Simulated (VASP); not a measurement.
Band structure of MnSe (space group F-43m). Method: PBEsol GGA, VASP's PBE PAW potentials (set 64) (plane waves; VASP 6.6.1).

The moments were started parallel, and other spin orders were not tried in this run.

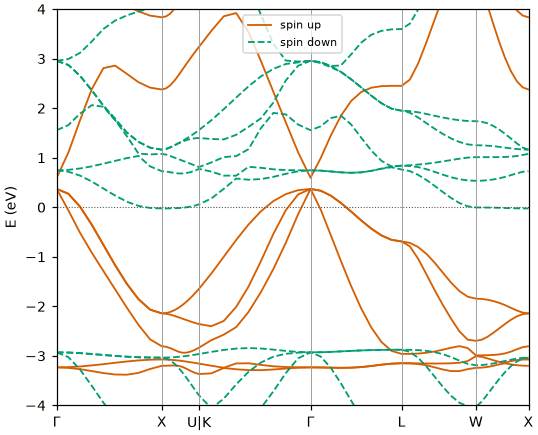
Fig. 1. Bands along high-symmetry lines, zero at the valence-band maximum or, without a gap, the Fermi level

Question: Read the plot: is there a gap, and where are the band edges?

Answer: It has no gap at this level: it comes out as a metal or semimetal.

The structure comes from a measured MnSe entry of the Crystallography Open Database, whose conditions weren't checked. The cell was not relaxed at this level.
